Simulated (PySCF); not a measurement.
Al(OH)(OMe)(SiMe3), SMILES C[O][Al]([OH])[Si](C)(C)C at its GFN2-xTB optimised geometry (Å):

```
21

Al    -1.2936    -0.0988     1.8884
O     -2.0608     0.8087     3.0370
H     -2.5009     1.3347     3.6907
O     -1.0630    -1.7437     1.8196
C     -0.8683    -3.1252     1.7520
H     -1.4574    -3.6320     2.5205
H     -1.1747    -3.4975     0.7708
H      0.1879    -3.3616     1.9056
Si    -0.3491     1.1024     0.0000
C      1.5732     1.1024     0.0000
C     -0.9034     2.9392     0.0000
C     -0.9043     0.3492    -1.6780
H      1.9842     1.6034    -0.8722
H      1.9615     1.6023     0.8826
H      1.9545     0.0856     0.0066
H     -0.5984     3.4298     0.9189
H     -1.9842     3.0155    -0.0664
H     -0.4796     3.4975    -0.8293
H     -1.9803     0.4287    -1.8026
H     -0.6481    -0.7050    -1.7216
H     -0.4344     0.8384    -2.5266
```

Level of theory: PySCF with PBE0/def2-SVP.

Map of the electrostatic potential (hartree/e), clipped to [-0.08, 0.12] on the plane z = 1.2 Å:

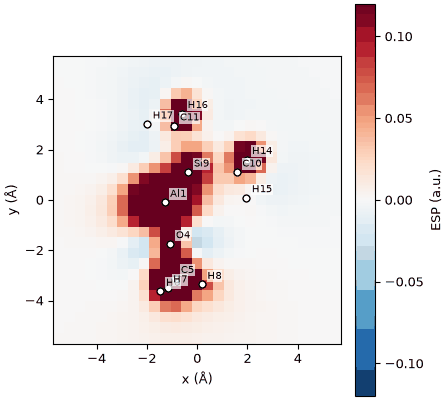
Figure: Electrostatic potential (hartree/e), clipped to [-0.08, 0.12] on the plane z = 1.2 Å.
